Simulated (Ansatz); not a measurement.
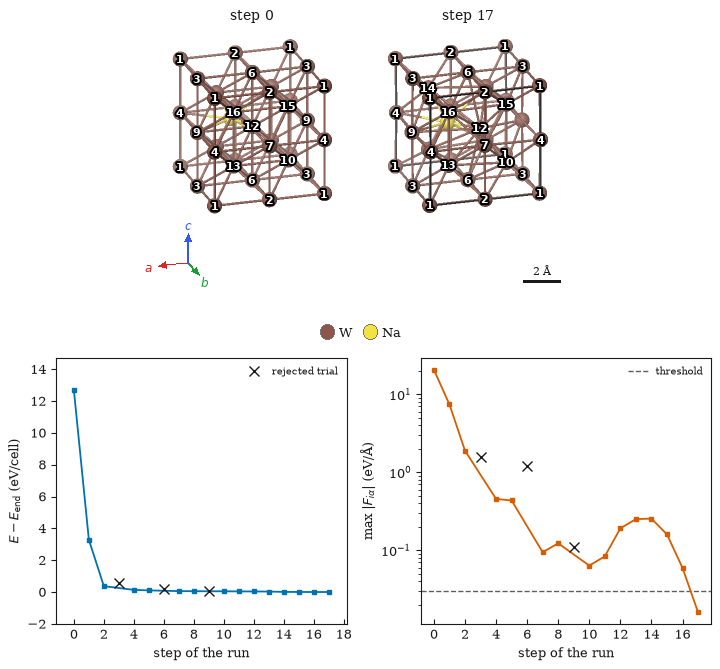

First and last geometry of a relaxation of a defect cell of composition NaW16, with the history of the run. The picture is a ball-and-stick view of the cell of the calculation (origin shifted), seen from a free direction.

It is an interstitial Na in bcc W. The run prepares an end point of a later path (interstitial hop) calculation, from a guessed geometry. The atoms of the start lie slightly off their symmetric places, so part of the fall in energy undoes that.

Method: DFT PBEsol, scalar-relativistic, plane waves, PAW in Ansatz.

The input:
```yaml
crystal:
  lattice:
    - [6.32, 0.0, 0.0]
    - [0.0, 6.32, 0.0]
    - [0.0, 0.0, 6.32]
  atoms:
    - { symbol: W, position: [0.0, 0.0, 0.0] }
    - { symbol: W, position: [0.5, 0.0, 0.0] }
    - { symbol: W, position: [0.0, 0.5, 0.0] }
    - { symbol: W, position: [0.0, 0.0, 0.5] }
    - { symbol: W, position: [0.25, 0.25, 0.25] }
    - { symbol: W, position: [0.5, 0.5, 0.0] }
    - { symbol: W, position: [0.5, 0.0, 0.5] }
    - { symbol: W, position: [0.75, 0.25, 0.25] }
    - { symbol: W, position: [0.0, 0.5, 0.5] }
    - { symbol: W, position: [0.25, 0.75, 0.25] }
    - { symbol: W, position: [0.25, 0.25, 0.75] }
    - { symbol: W, position: [0.5, 0.5, 0.5] }
    - { symbol: W, position: [0.75, 0.75, 0.25] }
    - { symbol: W, position: [0.75, 0.25, 0.75] }
    - { symbol: W, position: [0.25, 0.75, 0.75] }
    - { symbol: W, position: [0.75, 0.75, 0.75] }
    - { symbol: Na, position: [0.62119046, 0.25842805, 0.49870253] }
basis:
  ecutwfc: 420.0
kpoints:
  mp_grid: { grid: [3, 3, 3] }
hamiltonian:
  xc: pbesol
scf:
  occupations: { method: gaussian, width: 0.15 }
  lower_state_search: "off"
relax:
  f_tol: 0.03
  max_steps: 60
  adjacent_minimum: "off"
```

Command:
```bash
ansatz run input.yaml --threads 4 --pin off --max-ram 10240MiB --backend cpu --events-out ev --progress --plain --runs-dir out
```

Did the run converge, and what did it change?

Answer. It converged. The atom that moves furthest is W12 (0.72 Å along [−1 1 0]). By element the largest moves are W 0.72 Å, Na 0.60 Å. The lattice vectors keep their values. Among the contacts that change: W12–W14 2.737 → 3.685 Å, W7–Na17 1.804 → 2.490 Å, W7–W12 3.160 → 3.794 Å, W13–Na17 3.576 → 2.968 Å. New bonds form, among them: W7–W12 (3.16 → 2.62 Å), W9–W12 (3.16 → 2.62 Å). Over 14 accepted moves (17 points after the start) the energy falls by 12.686 eV per cell of the calculation. Largest force component: 21 eV/Å at the start, 0.016 eV/Å at the end. The line search rejected the trial steps at points 3, 6, 9 of the run.

Limits of the set-up: the periodic images lie only 6.3 Å apart, so the values are limited by the cell's size.
